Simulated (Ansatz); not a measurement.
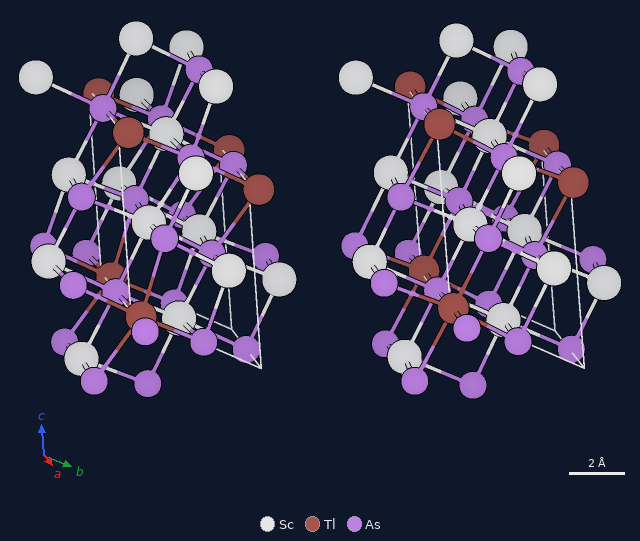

Two geometries of a crystal of Sc3TlAs4 (built on the Li3TaO4-139 type type), drawn at one scale. One is the start of a relaxation, the other its converged end. A ball-and-stick model of the cell of the calculation, reduced to other axes, seen slightly off an axis. Lengths and directions refer to the drawn axes.

Method: DFT, PBEsol, plane waves, PAW (Ansatz 0.2.0). Set-up: plane-wave cutoff 420 eV; k-point mesh 4 × 4 × 4; occupations fermi dirac; smearing width 0.05 eV; no spin polarisation; cell and atoms relaxed; force threshold 0.01 eV/Å; at most 120 steps.

Q: Which one is relaxed?

A: The left one is the relaxed one. Case: shaken. The largest move relative to the cell is that of the Tl atom, 0.42 Å along [3 3 −1]. Largest moves by element: Tl 0.42 Å, As 0.33 Å, Sc 0.20 Å. Cell: a 5.425 → 5.456 Å (+0.6 %), b 5.616 → 5.466 Å (−2.7 %), c 6.828 → 6.838 Å (+0.1 %), α 114.1° → 113.5°, β 112.1° → 113.5°, γ 90.6° → 90.0°. Volume −2.4 %. Some distances before and after: As–As 3.953 → 3.286 Å, As–Sc 3.049 → 2.846 Å, As–Sc 2.622 → 2.769 Å, As–Sc 2.861 → 2.716 Å. Bond angles that change, for instance: As–Tl–As 178.6° → 158.9°, As–Tl–As 90.7° → 72.6°, Sc–As–Tl 88.9° → 107.0°. Within 0.06 Å the space group is P1 at the start and Fmm2 at the end; at a tighter tolerance small leftover displacements or strains of the cell lower it. Over 13 accepted moves (14 points after the start) the energy falls by 0.298 eV per cell of the calculation. Largest force component: 0.9 eV/Å at the start, 0.0089 eV/Å at the end. The pressure goes from −0.11 to −0.01 GPa. At 1 point the geometry stayed and the basis and grid were re-selected for the new cell (energy shift of 0.6 meV per cell of the calculation at most each time). The run took 120 s on 4 threads of Arm Neoverse V2 (shared host), peak memory 0.74 GiB.
